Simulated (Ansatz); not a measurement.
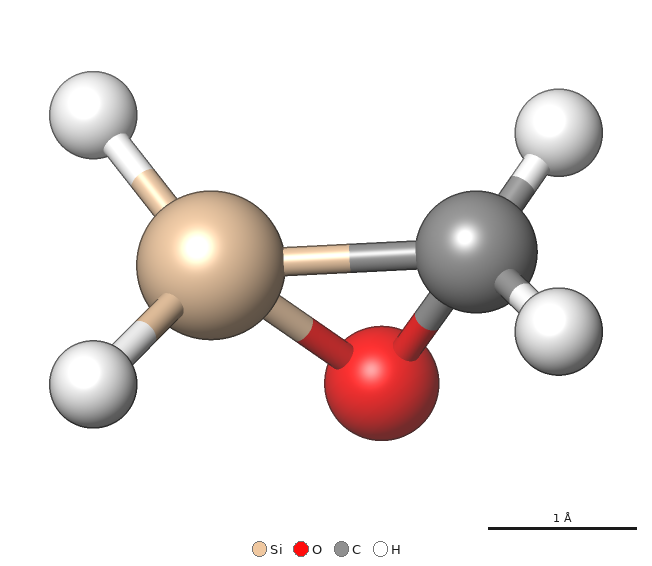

Ball-and-stick drawing of a structure. Every bond is drawn as one stick, whatever its order.

The geometry was computed by an optimisation with PBE0-D4/def2-TZVP.

Give the formula.

CH₄OSi, 7 atoms: 1 carbon, 4 hydrogen, 1 oxygen and 1 silicon.

Give the symmetry (Schoenflies symbol).

Cs.

The parts below concern this one geometry. Atoms keep their numbers from picture to picture.

**Geometry**

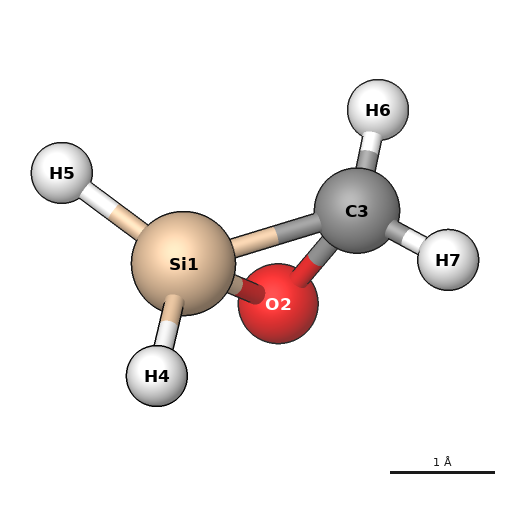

Which bond is the longest?

Si1–C3, 1.804 Å.

**Vibrations**

Harmonic vibrations computed with RKS PBE0-D4/def2-TZVP (Ansatz 0.2.0) at a stationary point of the same level.

List the wavenumbers.

15 modes: 491, 635, 640, 758, 780, 812, 951, 1050, 1117, 1133, 1465, 2257, 2272, 3099, 3181 cm⁻¹.

**Electronic properties**

Method: RKS CAM-B3LYP-D4/def2-TZVPP (Ansatz 0.2.0).

Give the dispersion correction at this level.

−8.2 kJ/mol.

**Dipole moment**

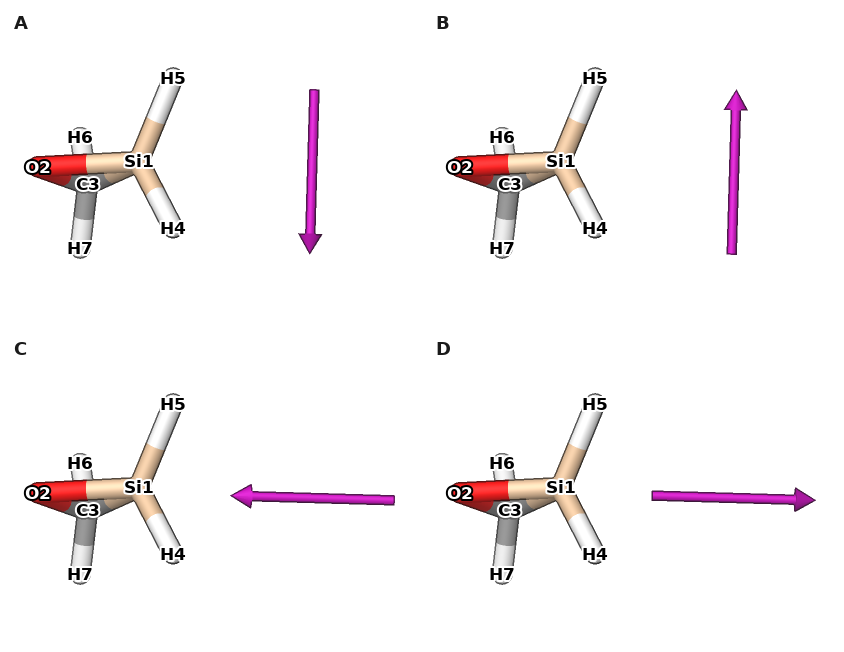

The same molecule four times, each with an arrow. Properties computed with RKS PBE0-D4/def2-TZVP (Ansatz 0.2.0).

Which arrow points along the dipole moment, from the negative to the positive end?

D. The dipole moment is 1.82 D; it points from the side of O2 to the side of H4, H5 (the outermost atoms at the two ends).
